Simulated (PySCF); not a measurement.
```csv
atom,x (Å),y (Å),z (Å)
C,0.9822,2.2721,-0.3236
C,0.7045,0.9858,0.0655
C,1.6988,0.0949,0.4386
C,1.4606,-1.3028,0.8662
C,-0.7350,0.5321,0.0879
O,-0.9154,-0.5116,-0.8726
C,-2.1822,-0.9942,-0.9374
F,-2.5133,-1.7054,0.2023
H,0.2063,2.9549,-0.6159
H,1.9930,2.6366,-0.3425
H,2.7219,0.4354,0.3858
H,1.1574,-1.9129,0.0124
H,0.6488,-1.3629,1.5920
H,2.3576,-1.7380,1.2993
H,-1.4037,1.3674,-0.1609
H,-1.0018,0.1590,1.0863
H,-2.2375,-1.6984,-1.7744
H,-2.9511,-0.2058,-1.0208
```

Geometry: GFN2-xTB.

Theory: UKS B3LYP, pcH-1 on C F H O, non-relativistic, mean-field spin-orbit, GIAO in PySCF 2.14.0, density-fitted response routines.

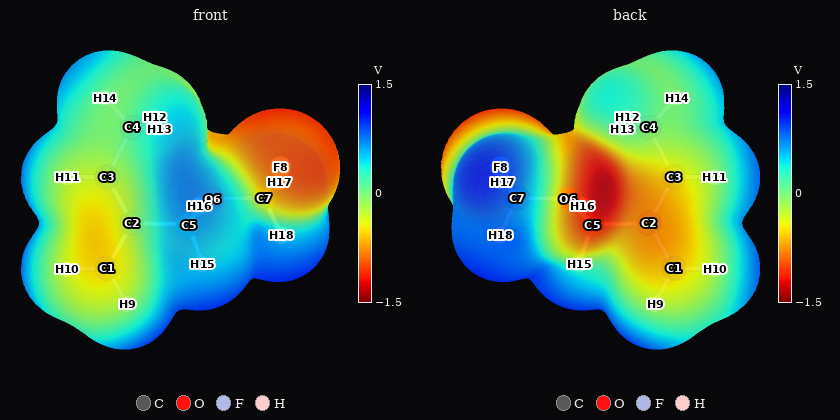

C6H10FO (SMILES C=C([CH]C)COCF) (doublet). The molecular electrostatic potential painted on the density surface at 0.002 e/bohr³, seen from the front and from behind; the colour scale runs from red (negative) to blue (positive).

Q: Which sites attract a positive test charge, and which a negative one?

A: A positive charge is drawn to the negative regions and a negative charge to the positive ones. The most negative region (about −1.2 V, or −28 kcal/mol for a unit charge) lies over O6, the most positive (about +1.0 V, or +23 kcal/mol for a unit charge) over H15, H17 and H18. O6 is the likeliest acceptor of a hydrogen bond.
